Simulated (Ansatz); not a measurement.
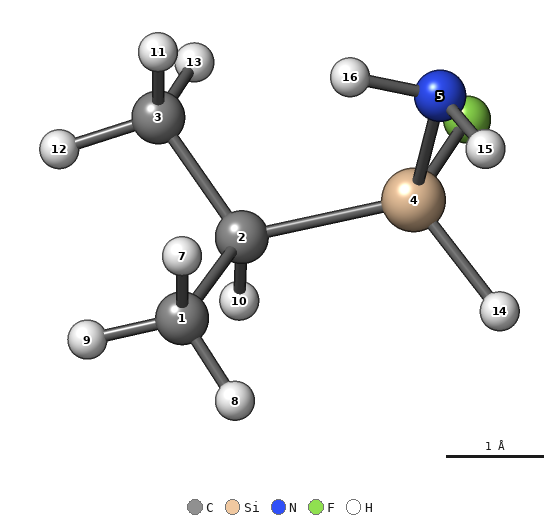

**Figure 1.** The starting structure (ball-and-stick view, seen at a tilt; atoms are numbered from 1 in the order of the input).

Geometry relaxation, with input and output: C3H10FNSi (part 1 of 2)

- system: C3H10FNSi, SMILES CC(C)[SiH](N)F
- method: RKS B3LYP-D4/6-31G* (Ansatz 0.2.0)

It belongs to a series of runs on one base structure; here: end point B relaxed. Figures and captions count atoms from 1; the log counts them from 0 in places.

**Log**
```
The last accepted step is kept in [file] (removed where the run ends without a failure and the disk answers)
Engine: ansatz 0.2.0, aarch64-unknown-linux-gnu
Functional definition: B3LYP
  parameter a0 = 0.2
  parameter ax = 0.72
  parameter ac = 0.81
  exchange = (1 - a0 - ax)*slater_x + ax*b88_x + a0*exact_x
  correlation = (1 - ac)*vwn_rpa_c + ac*lyp_c
1312 factors; integrals over basis functions are off by at most 4.2e-4 eV
mean field evaluation 1: about -15348.5089 eV, gradient 7.7e1 eV
mean field evaluation 2: about -15336.9837 eV, gradient 1.0e2 eV
mean field evaluation 4: about -15360.8718 eV, gradient 4.7e0 eV
mean field evaluation 8: about -15360.9408 eV, gradient 8.0e-2 eV
mean field -15360.94077137 eV, -564.5041613281 hartree, gradient 4.9e-5 eV, S^2 0.000000; 0 other end points of the search recorded, 0 dependent functions left out
the calculation of the forces begins
reference -15360.94101200 eV, -564.5041701711 hartree; 29, 29 occupied and 85, 85 virtual orbitals, 1312 factors
relax step   1: F+E_penalty+E_count = -15361.50844973 eV  Δ(F+E_penalty+E_count) = +0.000e0 eV  max|allowed force component| = 2.772e0 eV/Å  Δτ_max = 0.0000 Å  (25 SCF iters, accepted)
these checks for a lower state are left out or cut short: starts, cluster_reference, orbital_swaps, neighbouring_geometries, increment
1312 factors; integrals over basis functions are off by at most 4.2e-4 eV
mean field evaluation 16: about -15361.1531 eV, gradient 6.7e0 eV
mean field -15361.34131608 eV, -564.5188810748 hartree, gradient 2.0e-5 eV, S^2 0.000000; 0 other end points of the search recorded, 0 dependent functions left out
[... from here on the field's lines of each further geometry are left out, up to the last ...]
relax step   2: F+E_penalty+E_count = -15361.90637283 eV  Δ(F+E_penalty+E_count) = -3.979e-1 eV  max|allowed force component| = 1.012e0 eV/Å  Δτ_max = 0.1499 Å  (27 SCF iters, accepted)
relax step   3: F+E_penalty+E_count = -15361.99781393 eV  Δ(F+E_penalty+E_count) = -9.144e-2 eV  max|allowed force component| = 6.485e-1 eV/Å  Δτ_max = 0.0472 Å  (25 SCF iters, accepted)
relax step   4: F+E_penalty+E_count = -15361.99541248 eV  Δ(F+E_penalty+E_count) = +2.401e-3 eV  max|allowed force component| = 9.281e-1 eV/Å  Δτ_max = 0.2000 Å  (27 SCF iters, rejected (line search))
relax step   5: F+E_penalty+E_count = -15362.05813018 eV  Δ(F+E_penalty+E_count) = -6.032e-2 eV  max|allowed force component| = 5.262e-1 eV/Å  Δτ_max = 0.0953 Å  (27 SCF iters, accepted)
relax step   6: F+E_penalty+E_count = -15362.08866148 eV  Δ(F+E_penalty+E_count) = -3.053e-2 eV  max|allowed force component| = 1.726e-1 eV/Å  Δτ_max = 0.1000 Å  (27 SCF iters, accepted)
relax step   7: F+E_penalty+E_count = -15362.12108926 eV  Δ(F+E_penalty+E_count) = -3.243e-2 eV  max|allowed force component| = 2.409e-1 eV/Å  Δτ_max = 0.1500 Å  (28 SCF iters, accepted)
relax step   8: F+E_penalty+E_count = -15362.13054569 eV  Δ(F+E_penalty+E_count) = -9.456e-3 eV  max|allowed force component| = 1.278e-1 eV/Å  Δτ_max = 0.1797 Å  (27 SCF iters, accepted)
relax step   9: F+E_penalty+E_count = -15362.13196826 eV  Δ(F+E_penalty+E_count) = -1.423e-3 eV  max|allowed force component| = 2.824e-1 eV/Å  Δτ_max = 0.1262 Å  (25 SCF iters, accepted)
relax step  10: F+E_penalty+E_count = -15362.13564769 eV  Δ(F+E_penalty+E_count) = -3.679e-3 eV  max|allowed force component| = 3.972e-2 eV/Å  Δτ_max = 0.0259 Å  (25 SCF iters, accepted)
relax step  11: F+E_penalty+E_count = -15362.13577658 eV  Δ(F+E_penalty+E_count) = -1.289e-4 eV  max|allowed force component| = 8.015e-2 eV/Å  Δτ_max = 0.0810 Å  (25 SCF iters, accepted)
relax step  12: F+E_penalty+E_count = -15362.13774709 eV  Δ(F+E_penalty+E_count) = -1.971e-3 eV  max|allowed force component| = 6.348e-2 eV/Å  Δτ_max = 0.0287 Å  (25 SCF iters, accepted)
relax step  13: F+E_penalty+E_count = -15362.13861500 eV  Δ(F+E_penalty+E_count) = -8.679e-4 eV  max|allowed force component| = 2.177e-2 eV/Å  Δτ_max = 0.0524 Å  (24 SCF iters, accepted)
relax step  14: F+E_penalty+E_count = -15362.13907538 eV  Δ(F+E_penalty+E_count) = -4.604e-4 eV  max|allowed force component| = 2.667e-2 eV/Å  Δτ_max = 0.0542 Å  (24 SCF iters, accepted)
relax step  15: F+E_penalty+E_count = -15362.13926812 eV  Δ(F+E_penalty+E_count) = -1.927e-4 eV  max|allowed force component| = 3.105e-2 eV/Å  Δτ_max = 0.0243 Å  (25 SCF iters, accepted)
relax step  16: F+E_penalty+E_count = -15362.13932892 eV  Δ(F+E_penalty+E_count) = -6.080e-5 eV  max|allowed force component| = 1.980e-2 eV/Å  Δτ_max = 0.0156 Å  (23 SCF iters, accepted)
the calculation of the forces begins
reference -15361.57384778 eV, -564.5274264573 hartree; 29, 29 occupied and 85, 85 virtual orbitals, 1312 factors
relax step  17: F+E_penalty+E_count = -15362.13934649 eV  Δ(F+E_penalty+E_count) = -1.757e-5 eV  max|allowed force component| = 9.524e-3 eV/Å  Δτ_max = 0.0015 Å  (19 SCF iters, accepted)
```

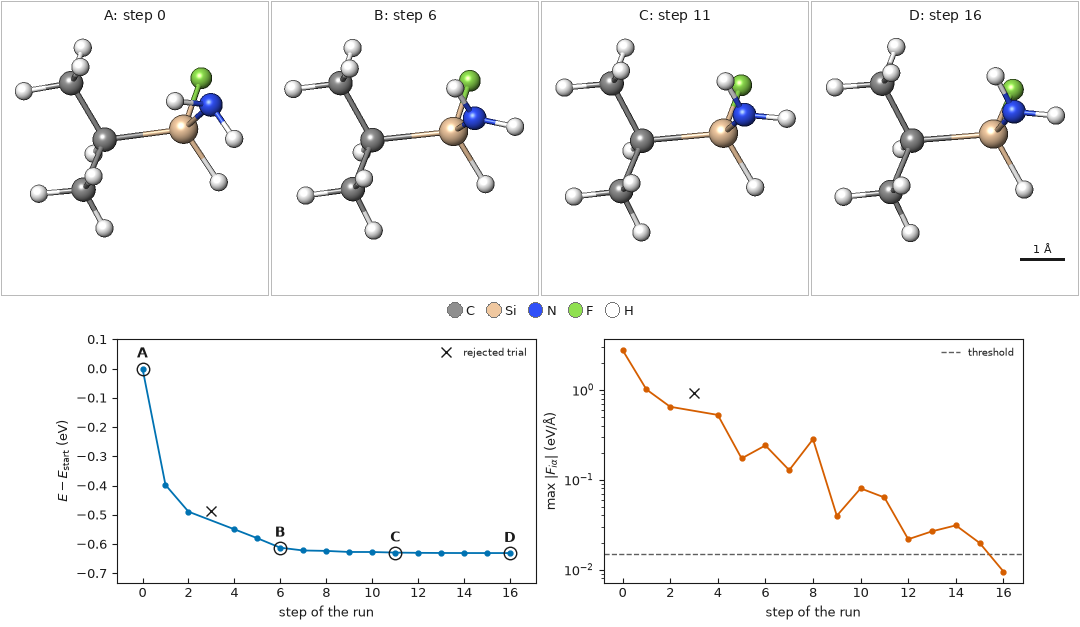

**Figure 2.** Frames of the relaxation (ball-and-stick view, seen at a tilt) above the curves, on which the letters mark them (the first geometry is step 0 here and step 1 in the log).

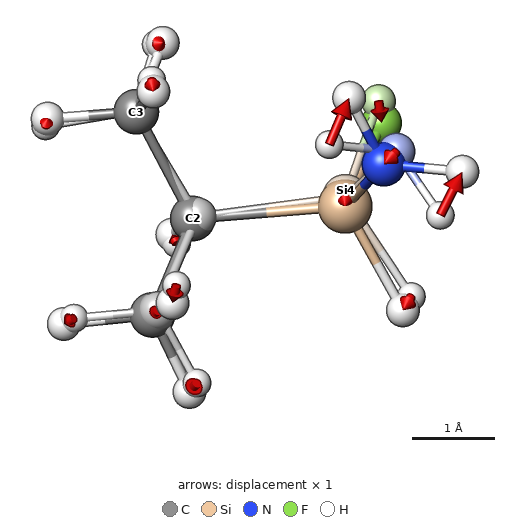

**Figure 3.** Start (faint) and end (solid) with the displacements as red arrows, at true length (ball-and-stick view, seen at a tilt). The two geometries are laid on each other by the best rigid fit. Over 16 geometry steps the energy falls by 0.631 eV. Largest force component: 2.8 eV/Å at the start, 0.0095 eV/Å at the end. The line search rejected the trial step at point 3 (counted from 0) and went back. H16 moves most after the best rigid fit: 0.63 Å. By element the largest moves are H 0.63 Å, F 0.28 Å, N 0.26 Å, Si 0.16 Å, C 0.15 Å. Among the contacts that change: C1–H8 1.036 → 1.096 Å, Si4–N5 1.769 → 1.720 Å, C2–Si4 1.837 → 1.880 Å, C3–H11 1.059 → 1.098 Å. Among the angles that change: Si4–N5–H16 105.7° → 120.3°, Si4–N5–H15 107.2° → 120.0°, N5–Si4–F6 103.0° → 113.6°. (Atoms are counted from 1 in the order of the input.)

```
1312 factors; integrals over basis functions are off by at most 4.3e-4 eV
mean field -15361.57360175 eV, -564.5274174159 hartree, gradient 4.2e-5 eV, S^2 0.000000; 1 other end points of the search recorded, 0 dependent functions left out
the calculation of the forces begins
reference -15361.57384778 eV, -564.5274264573 hartree; 29, 29 occupied and 85, 85 virtual orbitals, 1312 factors
Total energy: -15362.13959252 eV, -564.5482171929 hartree
Atom 0 at     0.785392    -1.526996    -0.764265 Å, force     0.000072     0.001329     0.001101 eV/Å
Atom 1 at     0.829560    -0.167115    -0.045193 Å, force    -0.002740    -0.000268    -0.001336 eV/Å
Atom 2 at     0.732022     0.999808    -1.046044 Å, force     0.001763    -0.000103     0.001036 eV/Å
Atom 3 at    -0.501686    -0.059132     1.278130 Å, force    -0.000657     0.007274     0.003419 eV/Å
Atom 4 at    -2.050249     0.025525     0.534147 Å, force     0.005149     0.003075     0.002692 eV/Å
Atom 5 at    -0.152540     1.232448     2.205798 Å, force    -0.003160    -0.009524    -0.007167 eV/Å
Atom 6 at    -0.168513    -1.663301    -1.286990 Å, force     0.000007    -0.000413     0.000008 eV/Å
Atom 7 at     0.900461    -2.362090    -0.063206 Å, force    -0.000323    -0.000429    -0.000044 eV/Å
Atom 8 at     1.588837    -1.603561    -1.508397 Å, force     0.000008     0.000274     0.000000 eV/Å
Atom 9 at     1.793609    -0.081936     0.478669 Å, force    -0.000116     0.000345     0.000173 eV/Å
Atom 10 at    -0.210491     0.963171    -1.607776 Å, force    -0.000705    -0.000243    -0.000723 eV/Å
Atom 11 at     1.544309     0.952831    -1.782705 Å, force     0.000282    -0.000070    -0.000593 eV/Å
Atom 12 at     0.791220     1.973606    -0.546794 Å, force    -0.000164     0.000896     0.000265 eV/Å
Atom 13 at    -0.529217    -1.232345     2.190063 Å, force    -0.000542     0.000100     0.001080 eV/Å
Atom 14 at    -2.884623    -0.146988     1.081744 Å, force     0.001053    -0.000580    -0.000695 eV/Å
Atom 15 at    -2.233254     0.709975    -0.189991 Å, force     0.000072    -0.001662     0.000785 eV/Å
Dipole moment:    -0.195469    -0.043367    -0.268283 e Å
```

**Trajectory as extended XYZ (Å, eV, eV/Å), 17 frames, from step=1 to step=17**
```
16
Properties=species:S:1:pos:R:3:forces:R:3 step=1 energy=-15361.50845
C     0.6353   -1.5099   -0.8089   -2.6567   2.7721   0.0984
C     0.7564   -0.1605   -0.0363    1.4087  -0.3184  -0.1731
C     0.7914    1.0247   -1.0278    1.8686   0.4120   1.1213
Si   -0.4415    0.0783    1.3363   -2.2038  -0.3896  -0.0419
N    -2.0906    0.2171    0.7122    0.4732  -1.3693  -0.8148
F    -0.2257    1.4668    2.0880    0.7530   0.5906   0.5074
H    -0.3358   -1.4824   -1.3642    0.5575  -0.3458   0.2534
H     0.6461   -2.3186   -0.1620    0.0227  -1.9133   1.3147
H     1.3996   -1.5715   -1.5073    1.6807  -0.2944  -1.4865
H     1.7357   -0.2097    0.4925   -0.1172   0.2047  -0.3062
H    -0.1212    1.1351   -1.5535   -1.0503  -0.0330  -0.8893
H     1.6526    0.8890   -1.7221   -0.6597   0.0970   0.0909
H     0.9654    1.9929   -0.5048   -0.0674  -0.5040  -0.1840
H    -0.5345   -1.0358    2.3259    0.4648   0.0857   0.0823
H    -2.5914   -0.6491    0.9776   -0.0232   0.6704  -0.0561
H    -2.0069    0.1475   -0.3184   -0.4509   0.3352   0.4835
16
Properties=species:S:1:pos:R:3:forces:R:3 step=2 energy=-15361.90637
C     0.6330   -1.5020   -0.7782   -0.6008   1.0031   0.0196
C     0.8070   -0.1547   -0.0249    0.2986  -0.0630  -0.3473
C     0.8098    1.0373   -1.0059    0.5587   0.1052   0.2498
Si   -0.4812    0.0590    1.3001   -0.8296  -0.1574   0.2701
N    -2.1292    0.2125    0.6762    0.6088  -1.0115  -0.5745
F    -0.1610    1.4114    2.1087    0.2157   0.3111   0.1870
H    -0.3268   -1.5282   -1.3264    0.1980  -0.0019   0.1516
H     0.6528   -2.3395   -0.1004    0.0786  -0.5352   0.3203
H     1.4201   -1.5998   -1.5096    0.4390  -0.2501  -0.3837
H     1.7919   -0.1715    0.4830   -0.2417  -0.0279  -0.0680
H    -0.1326    1.1110   -1.5405   -0.2889   0.0061  -0.2761
H     1.6221    0.9287   -1.7446   -0.2168   0.0216   0.0475
H     0.9655    1.9965   -0.4864   -0.0234  -0.2028  -0.0547
H    -0.4144   -1.0627    2.2938   -0.0931   0.1081  -0.1257
H    -2.6913   -0.6068    0.9388    0.0316   0.4536   0.0424
H    -2.1308    0.2227   -0.3565   -0.1347   0.2410   0.5417
16
Properties=species:S:1:pos:R:3:forces:R:3 step=3 energy=-15361.99781
C     0.6375   -1.4844   -0.7731    0.0890   0.0500   0.0437
C     0.8132   -0.1411   -0.0305    0.0265  -0.0888  -0.2282
C     0.8230    1.0471   -1.0140   -0.1070  -0.0515   0.0140
Si   -0.4865    0.0480    1.3126   -0.4821   0.0801  -0.0510
N    -2.1147    0.1691    0.6649    0.4598  -0.6485  -0.2631
F    -0.1428    1.4006    2.1316    0.0389   0.0346   0.0298
H    -0.3206   -1.5204   -1.3056   -0.0275   0.0055  -0.0100
H     0.6609   -2.3375   -0.0805    0.0324   0.0475  -0.0754
H     1.4313   -1.6285   -1.5224   -0.0748  -0.0057   0.1142
H     1.7863   -0.1621    0.4814    0.0162   0.0083   0.0281
H    -0.1264    1.1199   -1.5655    0.0474   0.0105   0.0558
H     1.6155    0.9367   -1.7643    0.0323  -0.0297   0.0077
H     0.9814    1.9964   -0.4939   -0.0089   0.0405   0.0029
H    -0.4284   -1.0760    2.2965   -0.0635   0.0770  -0.0750
H    -2.7294   -0.5972    0.9457    0.0492   0.3117   0.0429
H    -2.1653    0.2434   -0.3557   -0.0280   0.1586   0.3637
16
Properties=species:S:1:pos:R:3:forces:R:3 step=4 energy=-15361.99541 accepted=F
C     0.6027   -1.4682   -0.7826    0.2943  -0.1758  -0.4028
C     0.8368   -0.1448   -0.0602   -0.6112   0.2022   0.5509
C     0.8701    1.0657   -0.9999    0.1988  -0.0384  -0.1874
Si   -0.5004    0.0553    1.2623    0.9281  -0.1542   0.8233
N    -2.0681   -0.0250    0.6531   -0.5196  -0.2351  -0.0226
F    -0.2156    1.4672    2.0150    0.0361  -0.0181  -0.0031
H    -0.3605   -1.4876   -1.3071   -0.0071   0.0108   0.0438
H     0.6339   -2.3287   -0.1030   -0.0441   0.0500   0.0233
H     1.3841   -1.6209   -1.5373    0.0113  -0.1182  -0.0826
H     1.7958   -0.1974    0.4783   -0.0427   0.0270  -0.0379
H    -0.0525    1.1616   -1.5892   -0.0068  -0.0257   0.0495
H     1.6966    0.9603   -1.7138   -0.0006   0.0995  -0.0887
H     1.0140    1.9994   -0.4453   -0.0024  -0.0153  -0.0296
H    -0.4118   -1.0239    2.2815    0.1105   0.0566   0.1564
H    -2.8118   -0.5607    1.1006    0.2644   0.3094  -0.4056
H    -2.1785    0.1615   -0.3252   -0.6089   0.0253  -0.3869
16
Properties=species:S:1:pos:R:3:forces:R:3 step=5 energy=-15362.05813
C     0.6445   -1.4810   -0.7866    0.0344  -0.1116   0.0040
C     0.8130   -0.1490   -0.0392    0.0063   0.0266   0.0636
C     0.8309    1.0444   -1.0094   -0.0676   0.0281  -0.0215
Si   -0.4910    0.0402    1.3107    0.0382   0.0492  -0.0225
N    -2.0812    0.0807    0.6528    0.3803   0.1143  -0.5262
F    -0.1541    1.4180    2.1003    0.0027  -0.0413  -0.0205
H    -0.3133   -1.5229   -1.3195   -0.0138   0.0135   0.0019
H     0.6766   -2.3386   -0.1023   -0.0123   0.0130  -0.0126
H     1.4396   -1.6268   -1.5307   -0.0127   0.0372   0.0240
H     1.7809   -0.1692    0.4833    0.0313  -0.0029   0.0034
H    -0.1132    1.1209   -1.5666    0.0137   0.0030   0.0006
H     1.6329    0.9382   -1.7514   -0.0031  -0.0038   0.0048
H     0.9805    1.9919   -0.4821    0.0106   0.0166   0.0040
H    -0.4242   -1.0522    2.3202   -0.0358   0.0160  -0.0067
H    -2.7831   -0.5511    0.9884   -0.3444  -0.1902   0.2042
H    -2.2039    0.2704   -0.3406   -0.0277   0.0321   0.2994
16
Properties=species:S:1:pos:R:3:forces:R:3 step=6 energy=-15362.08866
C     0.6596   -1.4846   -0.7894   -0.0151  -0.0768  -0.0313
C     0.8213   -0.1544   -0.0384    0.0096   0.0182   0.0731
C     0.8292    1.0418   -1.0060   -0.0436   0.0190  -0.0081
Si   -0.4875    0.0262    1.3052    0.1172   0.0560  -0.0180
N    -2.0556    0.0186    0.6211   -0.1234  -0.1726  -0.1579
F    -0.1607    1.4151    2.0844   -0.0190  -0.0516  -0.0056
H    -0.3038   -1.5273   -1.3125    0.0119  -0.0028   0.0013
H     0.7017   -2.3461   -0.1118   -0.0036   0.0053   0.0078
H     1.4493   -1.6172   -1.5402    0.0095   0.0177   0.0044
H     1.7888   -0.1688    0.4856    0.0257   0.0043  -0.0066
H    -0.1164    1.1118   -1.5607    0.0060   0.0052  -0.0078
H     1.6305    0.9418   -1.7496   -0.0043   0.0031   0.0038
H     0.9732    1.9891   -0.4764    0.0096   0.0092  -0.0027
H    -0.4209   -1.0529    2.3263   -0.0371   0.0112   0.0122
H    -2.8395   -0.4770    1.0248    0.0532   0.1000   0.0470
H    -2.2343    0.2979   -0.3353    0.0034   0.0546   0.0884
```
